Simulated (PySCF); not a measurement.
Input file:

```
{"job": {"kind": "nmr", "xc": "PBE0", "basis": "pcSseg-1"}, "charge": 0, "multiplicity": 1}
O     -0.785159    -1.867739     0.224435
C     -1.110238    -0.702600     0.142655
C     -0.251593     0.440463     0.265783
Si     0.947857     0.444887    -1.293897
C      2.381438     0.037908    -0.096480
Si     1.239559     0.096851     1.449834
C     -2.584336    -0.346173    -0.189237
F     -2.650919     0.407533    -1.307215
F     -3.146516     0.387261     0.790009
F     -3.367349    -1.405134    -0.385895
H     -0.813221     1.362195     0.385375
H      0.601401    -0.574466    -2.275690
H      0.947418     1.790959    -1.863261
H      2.830190    -0.936424    -0.269230
H      3.195812     0.757003    -0.095550
H      1.456072     1.261765     2.309052
H      1.102588    -1.142259     2.199403
```

Launched as:

```sh
OMP_NUM_THREADS=1 python probes_run.py task.json out
```

Geometry: GFN2-xTB.

The calculation used PBE0/pcSseg-1, SCF density, gas phase, non-relativistic in PySCF.

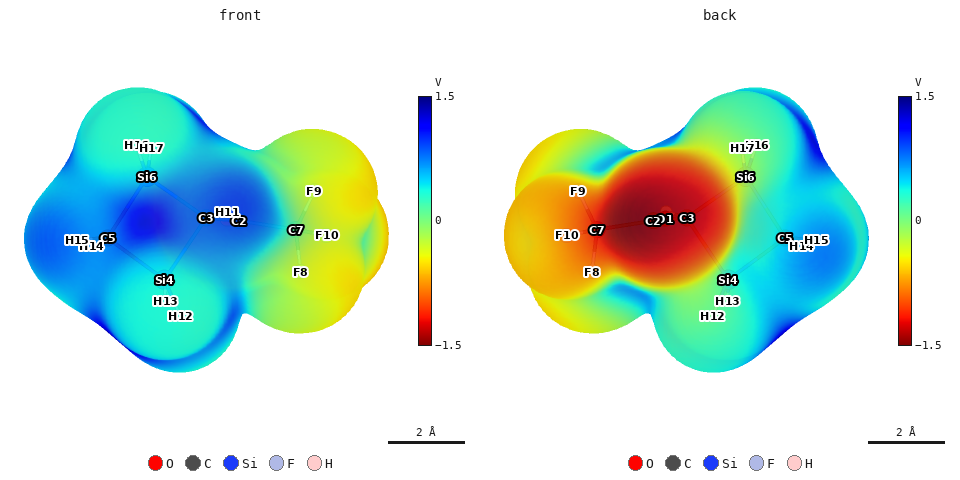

C4H7F3OSi2. The electrostatic potential painted on the density surface at 0.001 e/bohr³, seen from the front and from behind; the colour scale runs from red (negative) to blue (positive).

> Where is the surface potential most negative and most positive?

The most negative region (about −1.4 V, or −32 kcal/mol for a unit charge) lies over O1, the most positive (about +1.2 V, or +28 kcal/mol for a unit charge) over Si4 and Si6. O1 is the likeliest acceptor of a hydrogen bond.

> How polar is the molecule by this calculation?

Its dipole moment is 3.90 D.
